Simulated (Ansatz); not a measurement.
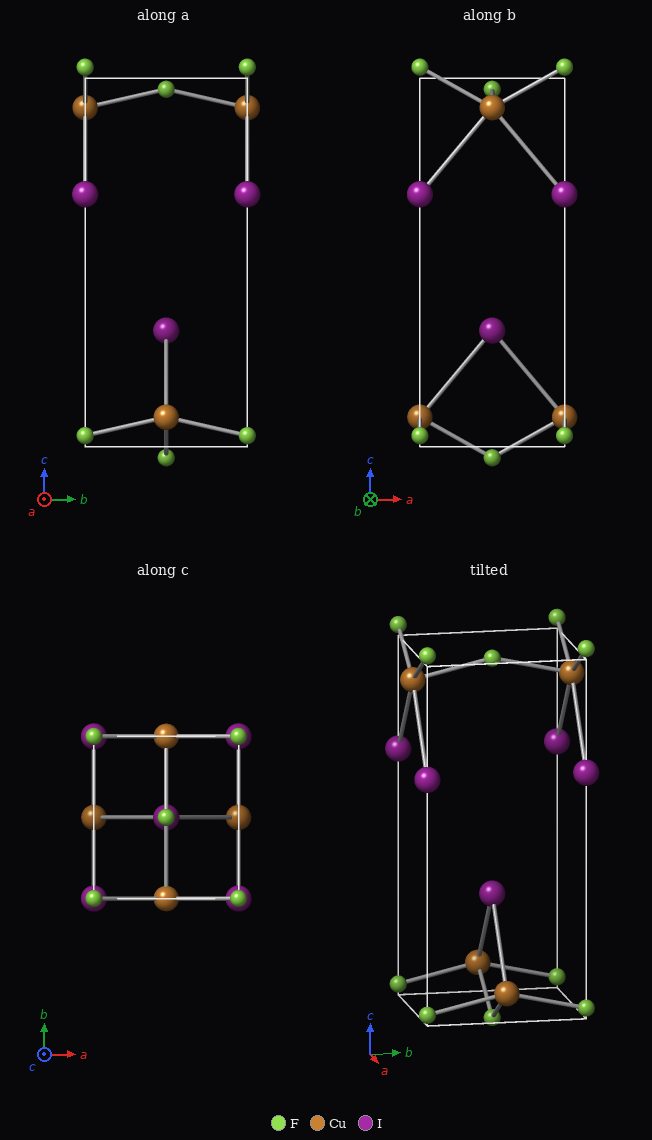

We look at a ball-and-stick model of the crystal along the a axis, along the b axis, along the c axis and slightly off an axis. One conventional unit cell is framed, with atoms on its boundary repeated.

Lattice parameters: a = 3.5706 Å, b = 4.0033 Å, c = 9.0966 Å, α = 90.000°, β = 90.000°, γ = 90.000°.

Write down what is shown as a CIF with its space group and independent sites, with free fractional coordinates to two decimals.

```cif
data_structure
_symmetry_space_group_name_H-M 'P m m n :1'
_symmetry_Int_Tables_number 59
_cell_length_a 3.5706
_cell_length_b 4.0033
_cell_length_c 9.0966
_cell_angle_alpha 90.000
_cell_angle_beta 90.000
_cell_angle_gamma 90.000
_cell_volume 130.03
loop_
_atom_site_label
_atom_site_type_symbol
_atom_site_symmetry_multiplicity
_atom_site_Wyckoff_symbol
_atom_site_fract_x
_atom_site_fract_y
_atom_site_fract_z
_atom_site_occupancy
F1 F 2 a 0.50 0.50 0.97 1
Cu1 Cu 2 b 0.00 0.50 0.08 1
I1 I 2 a 0.50 0.50 0.32 1
```

The picture shows a generated cell, made by putting these elements into a known structure type (the compound may or may not exist in this form); the geometry isn't optimised. It went into a calculation with Ansatz.

At this level of theory the cell isn't at rest (forces up to 2.2 eV/Å), so its distances can differ from those at equilibrium, the more so the softer the solid.
